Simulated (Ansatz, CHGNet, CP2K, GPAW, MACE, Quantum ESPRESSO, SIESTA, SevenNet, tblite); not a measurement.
## Quantum ESPRESSO on twisted Ti2CO2 MXene bilayer, 38.21° (70 atoms): settings against a plane-wave reference

How do the settings of Quantum ESPRESSO change the result for twisted Ti2CO2 MXene bilayer, 38.21° (70 atoms)? A plane-wave run serves as the yardstick.

Program: Quantum ESPRESSO 7.5. Level of theory: the method is named at each step. Results are calculated unless marked as measured.

## Step 1: Starting point

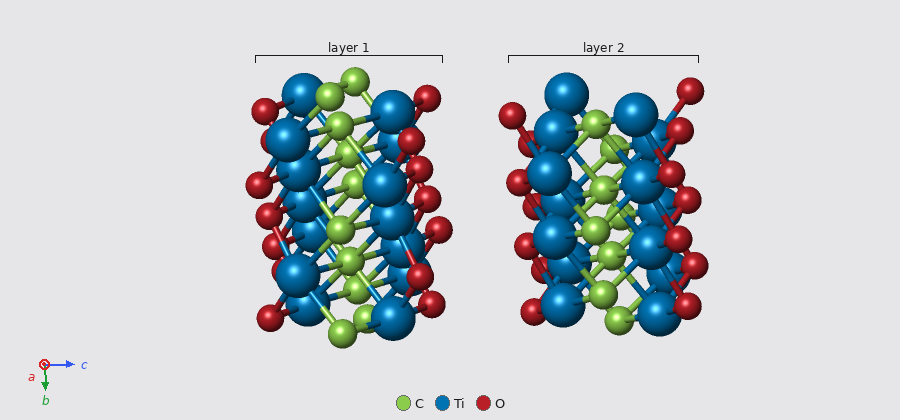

Start, viewed from the side, with the c axis across the page; carbon green, titanium blue, oxygen red. Some periodic images of atoms are drawn too.

The cell holds 70 atoms: 14 C, 28 Ti and 28 O. Its edges and angles: a = 8.017 Å, b = 8.017 Å, c = 23.800 Å, α = 90.0°, β = 90.0°, γ = 120.0°. It derives from Ti2CO2 (Ti2CO2 MXene). Ti2CO2 MXene (a = 3.03 Å) under Ti2CO2 MXene (a = 3.03 Å), bilayer, commensurate cell of 7 unit cells a layer, twist 38.21 deg; facing planes 2.92 Å apart; 12 Å of vacuum; layers as built, displaced by a Gaussian of 0.01 Å. Then every atom was moved at random, 0.03 Å r.m.s. a Cartesian component. Regions: layer 1, 35 atoms (7 C, 14 Ti and 14 O); layer 2, 35 atoms (7 C, 14 Ti and 14 O). Vacuum lies along c.

The yardstick, on the same geometry:

```
method                                           : Kohn-Sham DFT, PBE, PAW, plane waves (Ansatz 0.2.0); cutoff 420 eV, Γ point, fermi-dirac smearing of 0.05 eV; PAW set soft_2
r.m.s. force component                           : 0.4749 eV/Å
longest force                                    : 1.655 eV/Å
gap (highest filled to lowest empty level) : 0.398 eV
SCF cycles                                       : 11
time                                             : 22 s on 4 threads of Arm Neoverse V1, shared host
CPU time                                         : 85 s
```

## Step 2: PBE, sssp-1.3.0-efficiency, 60/480 Ry

Method: Kohn-Sham DFT, PBE, SSSP efficiency 1.3.0 pseudopotentials, plane waves.

The input, pw.in:

```
&control
  calculation = 'scf'
  pseudo_dir = './pseudo'
  outdir = './tmp'
  disk_io = 'none'
  tprnfor = .true.
/
&system
  ibrav = 0
  nat = 70
  ntyp = 3
  ecutwfc = 60
  ecutrho = 480
  nosym = .true.
  occupations = 'smearing'
  smearing = 'fd'
  degauss = 0.003675
/
&electrons
  conv_thr = 3.5e-07
  electron_maxstep = 100
  mixing_beta = 0.2
  mixing_mode = 'local-TF'
  diagonalization = 'david'
/
ATOMIC_SPECIES
C 12.011 C.upf
Ti 47.867 Ti.upf
O 15.999 O.upf
CELL_PARAMETERS angstrom
8.01660 0.00000 0.00000
-4.00830 6.94258 0.00000
0.00000 0.00000 23.80000
ATOMIC_POSITIONS crystal
C 0.00124 0.99963 0.34539
Ti 0.19009 0.23790 0.40114
Ti 0.24026 0.04212 0.29093
O 0.24223 0.05302 0.43835
O 0.18945 0.23896 0.25079
C 0.14251 0.42279 0.34470
Ti 0.33450 0.67071 0.40244
Ti 0.38215 0.47720 0.28948
O 0.37822 0.46913 0.43643
O 0.34257 0.67381 0.25075
C 0.28583 0.85885 0.34425
Ti 0.47536 0.09688 0.40330
Ti 0.52077 0.90577 0.29097
O 0.51923 0.90439 0.43927
O 0.47904 0.09635 0.25062
C 0.42565 0.27693 0.34762
Ti 0.62778 0.53397 0.40054
Ti 0.66501 0.32960 0.29275
O 0.66427 0.32577 0.43736
O 0.61917 0.52883 0.25344
C 0.57227 0.72083 0.34580
Ti 0.76233 0.94871 0.39963
Ti 0.81213 0.76704 0.28988
O 0.82153 0.76897 0.43648
O 0.75843 0.95051 0.25261
C 0.72042 0.14081 0.34618
Ti 0.89976 0.37731 0.40222
Ti 0.95505 0.18578 0.29081
O 0.95209 0.18770 0.43850
O 0.90443 0.38088 0.25217
C 0.85940 0.57076 0.34539
Ti 0.04351 0.80655 0.40003
Ti 0.10088 0.62137 0.29016
O 0.09842 0.61648 0.43941
O 0.03983 0.79742 0.25106
C 0.99967 0.55970 0.65493
Ti 0.76479 0.36792 0.70783
Ti 0.80805 0.60070 0.59992
O 0.80828 0.60586 0.74742
O 0.76876 0.37292 0.56003
C 0.84815 0.83979 0.65519
Ti 0.61375 0.65417 0.70840
Ti 0.66596 0.89530 0.60073
O 0.66792 0.89719 0.75005
O 0.61656 0.65049 0.56084
C 0.57644 0.41444 0.65408
Ti 0.32988 0.22212 0.70982
Ti 0.38136 0.46875 0.59839
O 0.38761 0.46734 0.74793
O 0.33623 0.23711 0.56307
C 0.71301 0.12857 0.65307
Ti 0.48031 0.94293 0.70997
Ti 0.52607 0.17400 0.59896
O 0.51804 0.16701 0.74718
O 0.46901 0.93724 0.55961
C 0.42678 0.70150 0.65452
[... 10 atom lines left out ...]
Ti 0.04554 0.79820 0.71011
Ti 0.10405 0.04381 0.60095
O 0.08692 0.02657 0.74869
O 0.04152 0.78772 0.56161
K_POINTS gamma
```

Launch:

```sh
$ OMP_NUM_THREADS=1 mpirun -np 4 pw.x -in pw.in > output.txt
```

The program printed:

```text
Program PWSCF
     gamma-point specific algorithms are used
     one sub-group per band group will be used
     scalapack distributed-memory algorithm (size of sub-group:  2*  2 procs)
     Parallelization info
     sticks:   dense  smooth     PW     G-vecs:    dense   smooth      PW
     Min        1897     948    237               396849   140308   17566
     Max        1898     949    240               396862   140341   17580
     Sum        7591    3793    955              1587427   561281   70293
     bravais-lattice index     =            0
     lattice parameter (alat)  =      15.1492  a.u.
     unit-cell volume          =    8938.9121 (a.u.)^3
     number of atoms/cell      =           70
     number of atomic types    =            3
     number of electrons       =       560.00
     number of Kohn-Sham states=          336
     kinetic-energy cutoff     =      60.0000  Ry
     charge density cutoff     =     480.0000  Ry
     scf convergence threshold =      3.5E-07
     mixing beta               =       0.2000
     number of iterations used =            8  local-TF  mixing
     Exchange-correlation= SLA  PW   PBX  PBC
                           (   1   4   3   4   0   0   0)
     crystal axes: (cart. coord. in units of alat)
               a(1) = (   1.000000   0.000000   0.000000 )
               a(2) = (  -0.500000   0.866025   0.000000 )
               a(3) = (   0.000000   0.000000   2.968840 )
     reciprocal axes: (cart. coord. in units 2 pi/alat)
               b(1) = (  1.000000  0.577350 -0.000000 )
               b(2) = (  0.000000  1.154700  0.000000 )
               b(3) = (  0.000000 -0.000000  0.336832 )
     PseudoPot. # 1 for C :
     Pseudo is Projector augmented-wave + core cor, Zval =  4.0
     PseudoPot. # 2 for Ti:
     Pseudo is Ultrasoft + core correction, Zval = 12.0
     PseudoPot. # 3 for O :
     Pseudo is Projector augmented-wave + core cor, Zval =  6.0
     atomic species   valence    mass     pseudopotential
     C                 4.00    12.01100     C ( 1.00)
     Ti               12.00    47.86700     Ti( 1.00)
     O                 6.00    15.99900     O ( 1.00)
     No symmetry found
   Cartesian axes
     number of k points=     1  Fermi-Dirac smearing, width (Ry)=  0.0037
                       cart. coord. in units 2pi/alat
        k(    1) = (   0.0000000   0.0000000   0.0000000), wk =   2.0000000
     Dense  grid:   793714 G-vectors     FFT dimensions: ( 108, 108, 320)
     Smooth grid:   280641 G-vectors     FFT dimensions: (  75,  75, 225)
     Check: negative core charge=   -0.000005
     Initial potential from superposition of free atoms
     starting charge     531.9981, renormalised to     560.0000
     negative rho (up, down):  4.077E-02 0.000E+00
     Starting wfcs are  448 randomized atomic wfcs
     Self-consistent Calculation
     iteration #  1     ecut=    60.00 Ry     beta= 0.20
     negative rho (up, down):  4.157E-02 0.000E+00
     total energy              =   -4773.73153833 Ry
     estimated scf accuracy    <      29.41868787 Ry
     iteration #  2     ecut=    60.00 Ry     beta= 0.20
     negative rho (up, down):  4.640E-02 0.000E+00
     total energy              =   -4767.12373428 Ry
     estimated scf accuracy    <      18.83251764 Ry
     iteration #  3     ecut=    60.00 Ry     beta= 0.20
     negative rho (up, down):  4.449E-02 0.000E+00
     total energy              =   -4770.48579147 Ry
     estimated scf accuracy    <       8.15289051 Ry
     iteration #  4     ecut=    60.00 Ry     beta= 0.20
     negative rho (up, down):  3.673E-02 0.000E+00
     total energy              =   -4770.34191987 Ry
     estimated scf accuracy    <       2.74540644 Ry
     iteration #  5     ecut=    60.00 Ry     beta= 0.20
     negative rho (up, down):  3.002E-02 0.000E+00
     total energy              =   -4770.17592629 Ry
     estimated scf accuracy    <       1.72448190 Ry
     iteration #  6     ecut=    60.00 Ry     beta= 0.20
[...]
total energy              =   -4770.11941377 Ry
     estimated scf accuracy    <       0.54413865 Ry
[...]
c_bands:  4 eigenvalues not converged
[...]
c_bands:  3 eigenvalues not converged
[...]
total energy              =   -4770.20870936 Ry
[...]
iteration # 31     ecut=    60.00 Ry     beta= 0.20
[...]
total energy              =   -4770.20870920 Ry
     estimated scf accuracy    <       0.00000291 Ry
     iteration # 32     ecut=    60.00 Ry     beta= 0.20
     negative rho (up, down):  3.373E-02 0.000E+00
     total energy              =   -4770.20870980 Ry
     estimated scf accuracy    <       0.00000130 Ry
     iteration # 33     ecut=    60.00 Ry     beta= 0.20
     negative rho (up, down):  3.388E-02 0.000E+00
     End of self-consistent calculation
          k = 0.0000 0.0000 0.0000 ( 35147 PWs)   bands (ev):
   -53.8527 -53.8465 -53.8224 -53.8130 -53.7959 -53.7810 -53.7738 -53.7410
   -53.7275 -53.7169 -53.7030 -53.6998 -53.6871 -53.6773 -53.6716 -53.6687
   -53.6641 -53.6575 -53.6509 -53.6445 -53.6415 -53.6239 -53.6207 -53.6137
   -53.5833 -53.5764 -53.5392 -53.4955 -30.3395 -30.3043 -30.2833 -30.2681
   -30.2629 -30.2367 -30.2319 -30.2188 -30.2170 -30.2127 -30.2075 -30.1884
   -30.1750 -30.1680 -30.1540 -30.1508 -30.1492 -30.1376 -30.1371 -30.1292
[...]
5.7183   5.7284   5.7363   5.7438   5.7532   5.7625   5.7682   5.7703
     5.7916   5.8192   5.8310   5.8339   5.8552   5.8762   6.1529   6.1906
     6.2010   6.2177   6.2338   6.2506   6.2552   6.2790   6.2878   6.3099
     the Fermi energy is     4.3044 ev
!    total energy              =   -4770.20870949 Ry
     estimated scf accuracy    <       0.00000033 Ry
     smearing contrib. (-TS)   =      -0.00241081 Ry
     internal energy E=F+TS    =   -4770.20629868 Ry
     The total energy is F=E-TS. E is the sum of the following terms:
     one-electron contribution =  -27604.60402362 Ry
     hartree contribution      =   13911.02224021 Ry
     xc contribution           =    -777.80076600 Ry
     ewald contribution        =   10054.16886593 Ry
     one-center paw contrib.   =    -352.99261519 Ry
     convergence has been achieved in  33 iterations
     negative rho (up, down):  3.388E-02 0.000E+00
     Forces acting on atoms (cartesian axes, Ry/au):
     atom    1 type  1   force =     0.00780969   -0.02070581   -0.00681958
     atom    2 type  2   force =    -0.01317821    0.01704380   -0.03045426
     atom    3 type  2   force =    -0.00610919    0.02298135    0.00782188
     atom    4 type  3   force =     0.00379759   -0.02799420    0.02224547
     atom    5 type  3   force =     0.01517734   -0.00087311    0.00829703
     atom    6 type  1   force =     0.00239973    0.01639068    0.00263649
[...]
atom   68 type  2   force =    -0.00979566   -0.01857804   -0.00198938
     atom   69 type  3   force =     0.00931873    0.01252463   -0.00514221
     atom   70 type  3   force =     0.00765701    0.02348863   -0.00145255
     Total force =     0.267152     Total SCF correction =     0.002183
     Message from routine punch:
     Nothing written, as per user request (disk_io='none')
```

Wall time 9.1 min (4 MPI ranks of Arm Neoverse V1, shared host); peak memory 4.5 GiB; 36 min of CPU time.

Banners, paths, timers and routine set-up lines are dropped from the logs unmarked, and long logs keep their key lines alone; longer cuts are marked.

Compared with the plane-wave run:

```yaml
r_m_s_force_component: 0.474 eV/Å
r_m_s_difference_of_force_components: 4.357 meV/Å
longest_difference_of_force_vectors: 11.96 meV/Å
force_difference_over_r_m_s_force: 0.9173 %
slope_of_forces_against_the_reference_s: 0.9979
correlation_of_force_components: 1
spacing_of_highest_filled_and_lowest_empty_level: 0.398 eV
gap_difference: 0 eV
```

Length of the force difference by element (eV/Å):

```csv
element,atoms,mean,most
C,14,0.0017,0.0032
O,28,0.0075,0.011
Ti,28,0.009,0.012
```

Levels nearest the highest filled one (eV from it): -2.07, -2.06, -2.03, -1.98, -1.97, -1.91, -1.31, -1.04, -0.24, -0.21, -0.07, 0.00, 0.40, 0.41, 0.51, 0.52, 0.54, 0.56, 0.61, 0.61, 0.64, 0.67, 0.69, 0.72.

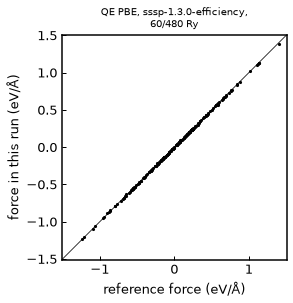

Force components against those of the reference; the line marks equality.

Local excerpt of 13 atoms (numbers count through the whole input) about O24, which bears the longest force; x, y, z are measured from there.

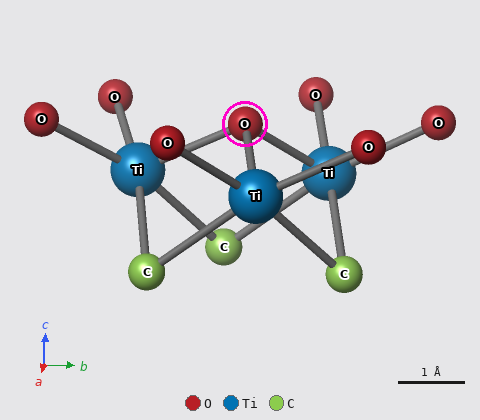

The atoms of the table, within 3.1 Å (arrows a, b, c point along x, y, z); some may hide others; the central atom is ringed.

```csv
atom,x,y,z,distance (Å),bonds,Fx,Fy,Fz (eV/Å)
O24,0.00,0.00,0.00,0.00,3,-0.55,-0.69,1.39
Ti32,1.63,0.26,-0.87,1.86,6,0.70,0.26,-0.89
Ti22,-1.20,1.25,-0.88,1.94,6,-0.65,1.13,-0.85
Ti17,-0.61,-1.63,-0.86,1.94,6,-0.66,-0.68,-1.21
C1,0.52,1.60,-2.17,2.74,6,0.20,-0.53,-0.18
C31,1.10,-1.38,-2.17,2.79,6,-0.16,-0.02,0.77
C21,-1.81,-0.33,-2.16,2.83,6,0.45,-0.86,0.55
O29,-0.63,2.91,0.05,2.98,3,-0.09,0.07,0.43
O4,2.23,1.97,0.04,2.98,3,0.10,-0.72,0.57
O34,2.83,-1.06,0.07,3.02,3,-0.17,0.23,0.10
O14,-2.97,0.94,0.07,3.11,3,0.40,-0.32,0.24
O19,0.52,-3.08,0.02,3.12,3,-0.13,0.69,1.11
O9,-2.35,-2.08,0.00,3.14,3,0.23,0.76,0.84
```

Forces lie 0.92 % from the reference's, at 26 times its CPU time.

## Step 3: PBE, sssp-1.3.0-efficiency, 30/240 Ry

Method: Kohn-Sham DFT, PBE, SSSP efficiency 1.3.0 pseudopotentials, plane waves.

pw.in, as its differences from that of step 2:

```diff
@@ -11,4 +11,4 @@
   ntyp = 3
-  ecutwfc = 60
-  ecutrho = 480
+  ecutwfc = 30
+  ecutrho = 240
   nosym = .true.
```

Launch:

```sh
$ OMP_NUM_THREADS=1 mpirun -np 2 pw.x -in pw.in > output.txt
```

The program printed:

```text
[banner, memory and clock lines left out]
Program PWSCF
     gamma-point specific algorithms are used
     bravais-lattice index     =            0
     lattice parameter (alat)  =      15.1492  a.u.
     unit-cell volume          =    8938.9121 (a.u.)^3
[... lines left out ...]
     number of electrons       =       560.00
[... lines left out ...]
     scf convergence threshold =      3.5E-07
[... lines left out ...]
     number of k points=     1  Fermi-Dirac smearing, width (Ry)=  0.0037
[... lines left out ...]
     total energy              =   -4772.02451424 Ry
[... lines left out ...]
     total energy              =   -4765.49288866 Ry
[... lines left out ...]
     total energy              =   -4768.61126579 Ry
[... lines left out ...]
     total energy              =   -4768.35942748 Ry
[... lines left out ...]
     total energy              =   -4768.35942740 Ry
[... lines left out ...]
     5.8084   5.8307   5.8418   5.8504   5.8633   5.8838   6.1731   6.2008
     6.2200   6.2365   6.2424   6.2609   6.2630   6.3010   6.3077   6.3282
     the Fermi energy is     4.3263 ev
!    total energy              =   -4768.35942733 Ry
     estimated scf accuracy    <       0.00000011 Ry
     smearing contrib. (-TS)   =      -0.00255288 Ry
     internal energy E=F+TS    =   -4768.35687446 Ry
     The total energy is F=E-TS. E is the sum of the following terms:
     one-electron contribution =  -27601.28904326 Ry
     hartree contribution      =   13909.42032893 Ry
     xc contribution           =    -777.46385159 Ry
     ewald contribution        =   10054.16886592 Ry
     one-center paw contrib.   =    -353.19317445 Ry
     convergence has been achieved in  38 iterations
     negative rho (up, down):  4.197E-02 0.000E+00
     Forces acting on atoms (cartesian axes, Ry/au):
     atom    1 type  1   force =     0.00758180   -0.02073710   -0.00761032
     atom    2 type  2   force =    -0.01394759    0.01686608   -0.03280710
     atom    3 type  2   force =    -0.00669730    0.02317728    0.00848715
[...]
atom   69 type  3   force =     0.00901551    0.01266648   -0.00438759
     atom   70 type  3   force =     0.00730357    0.02413817   -0.00251776
     Total force =     0.271357     Total SCF correction =     0.001449
     Message from routine punch:
     Nothing written, as per user request (disk_io='none')
```

Elapsed: 7.7 min, on 2 MPI ranks; peak memory 1.5 GiB; 15 min of CPU time.

Compared with the plane-wave run:

| Item | Value |
| --- | --- |
| r.m.s. force component | 0.4814 eV/Å |
| r.m.s. difference of force components | 18.15 meV/Å |
| longest difference of force vectors | 80.65 meV/Å |
| force difference over r.m.s. force | 3.821 % |
| slope of forces against the reference's | 1.013 |
| correlation of force components | 0.9994 |
| gap (highest filled to lowest empty level) | 0.3925 eV |
| gap difference | -0.0055 eV |
| energy less the same-level run's | 359.4 meV/atom |
| r.m.s. force difference from the same-level run | 21.64 meV/Å |

This is a coarse setting, run to see what it loses.

Against the first run (0.92 %), the force difference from the reference is 3.8 %, at 0.43 times the CPU time (on 2 against 4 cores): the cutoff matters here.

## Step 4: Side by side

Differences are against the plane-wave reference, forces as r.m.s. over components; share is that over the reference's r.m.s. force, slope the least-squares factor from reference forces to these. Total energies of different programs have different zeros and aren't compared.

```csv
run,"Δ force, r.m.s. (meV/Å)",share (%),slope,Δ gap (eV),cores,CPU time,memory (GiB)
reference,-,-,-,-,4,85 s,1.6
"QE PBE, sssp-1.3.0-efficiency, 60/480 Ry",4.36,0.917,0.998,0,4,36 min,4.5
"QE PBE, sssp-1.3.0-efficiency, 30/240 Ry (coarse)",18.1,3.82,1.013,-0.0055,2,15 min,1.5
```

Rows marked coarse were listed beforehand as settings not expected to be converged; some can still land near the reference.

CPU time is summed over cores on a shared host, where runs went side by side, so it is rough. Symmetry, cutoffs, thresholds, outputs and thread counts weren't matched or tuned between programs; memory under MPI is the largest rank's times the ranks.

Within one program, basis, potentials and functional, energies share a zero. Each run against its twin at the usual cutoff or grid and solver:

```csv
run,twin,Δ energy (meV/atom),"Δ force, r.m.s. (meV/Å)",CPU time over the twin's
"QE PBE, sssp-1.3.0-efficiency, 30/240 Ry","sssp-1.3.0-efficiency, 60/480 Ry",359,21.6,0.43 (this twin ran on 4 cores)
```

## Step 5: Results

* nearest in forces: QE PBE, sssp-1.3.0-efficiency, 60/480 Ry, 0.92 %
* its CPU time: 36 min

In words: PBE on plane waves or a grid with other potentials, cutoffs or grids, coarse settings apart, differs from the reference by 0.92 % (QE PBE, sssp-1.3.0-efficiency, 60/480 Ry) of the r.m.s. force; this holds the reference's own error, so differences of a few per cent don't tell which side is nearer the exact PBE result (QE's 60 Ry are 816 eV, against the reference's 420 eV). Runs with settings chosen to be coarse differ by 3.8 % (QE PBE, sssp-1.3.0-efficiency, 30/240 Ry), their programs' other errors included. None of the electronic-structure runs in the table takes under half the reference's CPU time of 85 s; they take 11 to 26 times as much. PBE gaps agree with the reference's 0.398 eV within 0.006 eV. These are spacings on the run's k-points, which needn't hold the band edges. The reference's PBE has no dispersion term, which matters for the binding between molecules or layers. The runs have no spin polarisation, so moments on Ti can't form, and no Hubbard term. The electronic-structure runs sample only Γ, in a cell whose shortest periodic width is 7 Å.

[Also dropped from logs without a mark: logging warnings of Python, and SIESTA's first energy breakdown and zero terms.]

[Logs are printed without paths, hosts, clocks, repeated set-up lines and the standing remarks that a program may print on its own settings, such as how far it seeks lower states.]

[Hosts, paths, dates, database ids (printed as entryN), source tags and the programs' standing remarks are cut or masked in the printed files.]
